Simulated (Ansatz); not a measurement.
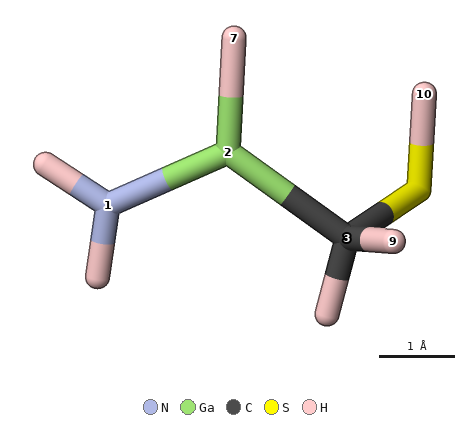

Figure 1. The input geometry (stick view, seen at a tilt; atoms are numbered from 1 in the order of the input). Sticks mark near contacts. Bond lengths as drawn: C–Ga 1.97 Å, C–H 1.09 Å, C–S 1.82 Å, Ga–H 1.56 Å, Ga–N 1.81 Å, H–N 1.01 Å and H–S 1.34 Å.

## CH₆GaNS: molecular dynamics

System: CH₆GaNS, SMILES [NH2][GaH][CH2]S.
Method: UKS PBE, rpa/def2-SVP (Ansatz 0.2.0).

The geometry comes from this level: PBE0-D4/def2-TZVP.

Input:
```yaml
crystal:
  periodic: [false, false, false]
  atoms:
    - {symbol: N, position_ang: [-1.761657, 1.015248, -0.438163]}
    - {symbol: Ga, position_ang: [-0.096496, 0.743727, 0.227798]}
    - {symbol: C, position_ang: [0.518010, -1.104196, 0.525078]}
    - {symbol: S, position_ang: [1.810606, -1.357320, -0.733878]}
    - {symbol: H, position_ang: [-2.409800, 0.278341, -0.657423]}
    - {symbol: H, position_ang: [-2.101520, 1.912231, -0.739995]}
    - {symbol: H, position_ang: [0.831860, 1.981740, 0.447745]}
    - {symbol: H, position_ang: [-0.268071, -1.817665, 0.272146]}
    - {symbol: H, position_ang: [0.895169, -1.350079, 1.516980]}
    - {symbol: H, position_ang: [2.581899, -0.302017, -0.420288]}
basis:
  gaussian: {orbitals: def2-SVP}
magnetization: {spin_polarized: true, initial_magnetization: 0}
hamiltonian: {xc: {name: PBE}}
correlation: {method: rpa}
md: {timestep: 2 fs, n_steps: 20, ensemble: nve, temperature: 1000, initial_velocities: maxwell_boltzmann, seed: 784}
```

Run on 4 threads of Arm Neoverse V2, 23 GiB of memory available, shared host.

Command:
```bash
ansatz run in.yaml --threads 4 --pin off --events-out ev --progress --plain --max-ram 10444MiB
```

Output:
```
Error: forces are implemented only for Hartree–Fock and Kohn–Sham states of molecules, for MP2, coupled cluster and FCI on these and for active spaces without a correction or with SC-NEVPT2: ask for no forces
```

What the run reported:

```csv
quantity,value
outcome,refused by the program
```

Diagnosis:

The program refused the input: “forces are implemented only for Hartree–Fock and Kohn–Sham states of molecules, for MP2, coupled cluster and FCI on these and for active spaces without a correction or with SC-NEVPT2: ask for no forces”
